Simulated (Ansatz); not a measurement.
# CCSD(T)/STO-3G run of C2HF (fluoroacetylene)

What is the energy change on altering one bond length of C2HF (fluoroacetylene) at CCSD(T)/STO-3G? 

The results are computed with Ansatz 0.2.0.

49 further runs of the same task are left out: 5 that didn't finish, 44 set aside as unsound or not needed.

### 1 The molecule

C2HF: 4 atoms, total charge 0, spin state singlet. SMILES: `C#CF`. The shape is that of a PBE0-D4/def2-TZVP optimisation.

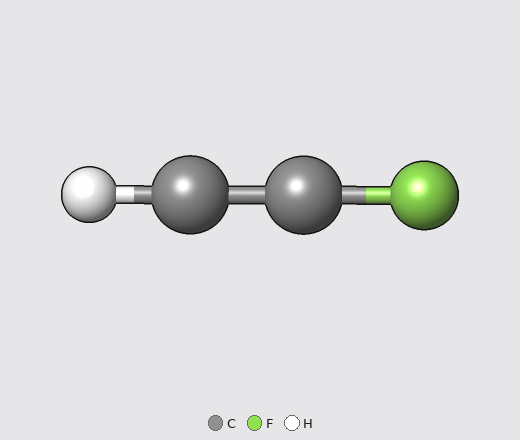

The structure, seen from a chosen angle (carbon grey, fluorine green, hydrogen white).

### 2 A single-point energy at CCSD(T)/STO-3G

molecule.yaml reads:

```yaml
basis:
  gaussian:
    orbitals: STO-3G
crystal:
  periodic: [false, false, false]
  atoms:
    - {symbol: C, position_ang: [-0.361030, 0.453110, -0.290220]}
    - {symbol: C, position_ang: [0.303270, -0.380840, 0.243810]}
    - {symbol: F, position_ang: [1.010600, -1.269010, 0.812300]}
    - {symbol: H, position_ang: [-0.952830, 1.196740, -0.765890]}
correlation:
  method: ccsd_t
  frozen_orbitals: {C: 1, F: 1, H: 0}
accuracy: high
scf:
  omitted_lower_state_checks: [cluster_reference, increment]
```

Run with:

```bash
ansatz run molecule.yaml --threads 1 --pin off --max-ram 3480MiB --events-out events.jsonl --progress --plain --runs-dir runs
```

The program printed (excerpt; [...] marks lines left out):

```text
Warning: RAYON_NUM_THREADS=1 ignored (pool sized by the plan → 1); use --threads N
Functional definition: HF
  name "HF"
[...]
270 factors; integrals over basis functions are off by at most 3.6e-8 eV
[...]
mean field -4715.80120014 eV, -173.3024976203 hartree, gradient 1.5e-8 eV, S^2 0.000000; 0 other end points of the search recorded, 0 dependent functions left out
3 core orbitals not correlated: weight in the atoms' cores, before any rotation towards them, 1.000 or more for the frozen orbitals, at most 0.000 for the correlated occupied ones
reference -4715.80120014 eV, -173.3024976203 hartree; 8, 8 occupied and 5, 5 virtual orbitals, 270 factors
second order -4.37335299 eV of doubles, -0.00000000 eV of singles
cycle   1  -4.57590793 eV  change   -2.0e-1 eV  update   6.6e-2
[...]
cycle  19  -4.91079220 eV  change  -8.2e-10 eV  update  5.2e-10
perturbative correction -0.09227433 eV, -0.0033910191 hartree
Total energy: -4720.80426667 eV, -173.4863569240 hartree
Checks for a lower state left out: cluster_reference, increment
```

Run time: 0.2 s. Hardware: 1 thread of Intel Xeon Platinum 8259CL at 2.50GHz (Skylake/Cascade Lake), shared host.

### 3 The distorted shape at the same level

in.yaml reads:

```yaml
basis:
  gaussian:
    orbitals: STO-3G
crystal:
  periodic: [false, false, false]
  atoms:
    - {symbol: C, position_ang: [-0.213057, 0.267174, -0.171284]}
    - {symbol: C, position_ang: [0.451243, -0.566776, 0.362746]}
    - {symbol: F, position_ang: [1.158573, -1.454946, 0.931236]}
    - {symbol: H, position_ang: [-0.952830, 1.196740, -0.765890]}
correlation:
  method: ccsd_t
  frozen_orbitals: {C: 1, F: 1, H: 0}
accuracy: high
scf:
  omitted_lower_state_checks: [cluster_reference, increment]
```

Run with:

```bash
ansatz run in.yaml --threads 1 --pin off --max-ram 3480MiB --events-out events.jsonl --progress --plain --runs-dir runs
```

The program printed (excerpt; [...] marks lines left out):

```text
Warning: RAYON_NUM_THREADS=1 ignored (pool sized by the plan → 1); use --threads N
[... 2 set-up lines as earlier in the session ...]
[...]
270 factors; integrals over basis functions are off by at most 4.6e-8 eV
[...]
mean field -4714.57825900 eV, -173.2575553624 hartree, gradient 1.6e-8 eV, S^2 0.000000; 0 other end points of the search recorded, 0 dependent functions left out
3 core orbitals not correlated: weight in the atoms' cores, before any rotation towards them, 1.000 or more for the frozen orbitals, at most 0.000 for the correlated occupied ones
reference -4714.57825900 eV, -173.2575553624 hartree; 8, 8 occupied and 5, 5 virtual orbitals, 270 factors
second order -4.59052714 eV of doubles, -0.00000000 eV of singles
cycle   1  -4.83261889 eV  change   -2.4e-1 eV  update   7.3e-2
[...]
cycle  19  -5.24818925 eV  change   8.4e-10 eV  update  8.5e-10
perturbative correction -0.09635861 eV, -0.0035411136 hartree
Total energy: -4719.92280686 eV, -173.4539638735 hartree
Checks for a lower state left out: cluster_reference, increment
```

Run time: 0.22 s. Hardware: 1 thread of Intel Xeon Platinum 8259CL at 2.50GHz (Skylake/Cascade Lake), shared host.

### 4 Summary of results

At CCSD(T)/STO-3G, 3 core orbitals frozen:

| quantity | value |
| --- | --- |
| first shape: total energy | -173.48636 Eh |
| first shape: correlation energy (3 core orbitals frozen) | -183.9 mEh |
| first shape: (T) correction | -3.39 mEh |
| first shape: T1 diagnostic | 0.008 |
| distorted shape: total energy | -173.45396 Eh |
| distorted shape: correlation energy (3 core orbitals frozen) | -196.4 mEh |
| distorted shape: (T) correction | -3.54 mEh |
| distorted shape: T1 diagnostic | 0.008 |
| energy change with the C1–H4 bond stretched from 1.063 to 1.329 Å | 0.881 eV |

What this shows: With the C1–H4 bond stretched from 1.063 to 1.329 Å the energy rises by 0.88 eV (85.0 kJ/mol). The first shape isn't relaxed at this level, so the change isn't measured from a minimum. The minimal basis adds a large error of its own. The triples (first shape) make up 1.8 % of the correlation energy. The triples (distorted shape) make up 1.8 % of the correlation energy.
